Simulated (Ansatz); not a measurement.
## Response to strain in MoSi2

The reference is MoSi$_{2}$ (space group I4/mmm, No. 139; relaxed with 0.1 eV smearing).

```
CELL_PARAMETERS angstrom
     -1.60843     1.60843     3.93738
      1.60843    -1.60843     3.93738
      1.60843     1.60843    -3.93738
ATOMIC_POSITIONS crystal
  Mo 0.00000 0.00000 0.00000
  Si 0.33507 0.33507 0.00000
  Si 0.66493 0.66493 0.00000
```

Cartesian axes are those of the cell as printed.

Strains are applied to the cell and any free atomic positions relax; under biaxial strain the out-of-plane vector relaxes too.

The values are results of PBE/PAW in Ansatz (a first-principles code), no spin-orbit coupling, earlier PAW set, not measurements.

Notes on the quantities. energy relative to the base: free energy F.

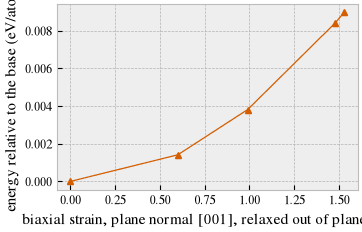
Energy relative to the base against biaxial strain, plane normal [001], relaxed out of plane

| biaxial strain, plane normal [001], relaxed out of plane (%) | energy relative to the base |
|---|---|
| 0.6 | +1.4 meV/atom |
| 0.99 | +3.8 meV/atom |
| 1.48 | +8.4 meV/atom |
| 1.53 | +9.0 meV/atom |

Whether these cells are dynamically stable was not tested. The final runs are not spin-polarised.
